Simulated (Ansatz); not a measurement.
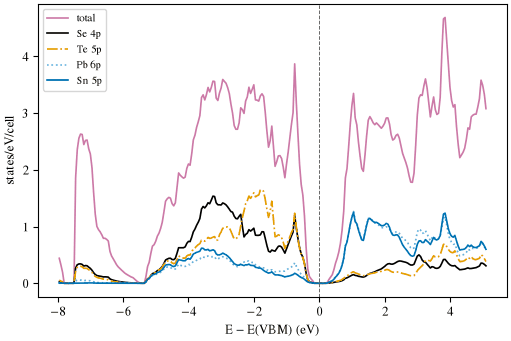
*Total and projected density of states of SnTePbSe in space group R3m (No. 160; Sn on 3a, Te on 3a, Pb on 3a, Se on 3a), DFT-PBEsol in the program Ansatz with PAW potentials*

**Question.** Which orbitals carry the states next to the gap?

**Answer.** Top 1 eV of the valence band: Te 5p 31 %, Se 4p 30 %, Sn 5s 16 %, Pb 6p 10 %, Sn 5p 5 %. Bottom 1 eV of the conduction band: Pb 6p 36 %, Sn 5p 36 %, Te 5p 6 %, Se 4s 6 %. Projections are on Löwdin-orthogonalised atomic valence shells; empty p or d shells of many metals are not among them.

**Question.** Where is the tallest occupied peak in this window, and what makes it?

**Answer.** Near -0.8 eV, about 3.9 states/eV per cell; the largest projected share is Te 5p.

The first step of the workflow began from a Materials Project structure, measured or hypothetical; the Crystallography Open Database copy checked does not list it. Its standing as an ambient phase is unchecked. Symmetry was held in the PBEsol relaxation; its stability against distortions is not shown here. Scalar-relativistic: spin–orbit coupling is off unless named, which matters more the heavier the elements.

Potentials: the later of the program's two PAW sets.
